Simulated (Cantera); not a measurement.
Feed: 1 mol Si, 5.4 mol Cl2, 0.83 mol H2, 2.5 mol NF3, at 1525 K.

Equilibrium computed with Cantera from the NASA thermochemical tables; the gas is ideal and each condensed phase is pure. Candidate condensed phases: NH4Cl, Si, Si3N4; 49 gas species. Rates play no part.

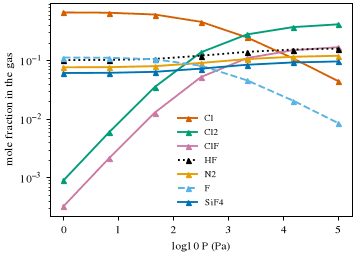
Figure: Equilibrium gas composition (values under 1e-9 drawn at 1e-9)

Read off the mole fractions at 46.0 Pa.

Cl about 0.60, HF about 0.11, F about 0.10, N2 about 0.079, SiF4 about 0.063, Cl2 about 0.035, ClF about 0.013.
